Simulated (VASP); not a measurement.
Band structure of PbI₂ (1T layered). Computed with AM05 GGA, VASP's PBE PAW potentials (set 64) (plane waves; VASP).

Without a dispersion term in the relaxation, distances and binding between the weakly bound layers, chains or molecules are unreliable, and so is what depends on them. Unless said otherwise, spin-orbit coupling is left out, though it shifts the bands of the heavy elements here.

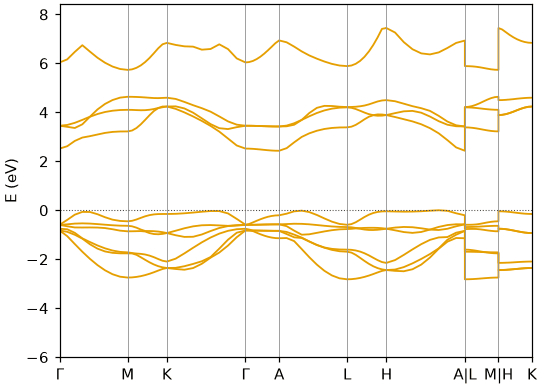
Fig. 1. Bands along high-symmetry lines, zero at the valence-band maximum or, without a gap, the Fermi level

### Question
Read the plot: is there a gap, and where are the band edges?

### Answer
The gap is indirect, 2.43 eV, from the valence maximum at H-A at 0.67 to the conduction minimum at A. (Edges off the drawn lines would not show.)

Measured: gap 2.40 eV (computed value off by +0.03 eV), as given by Wikipedia, List of semiconductor materials.

The compound is PbI2 in the 1T layered structure. It was relaxed first, which changed the volume by +19 %.
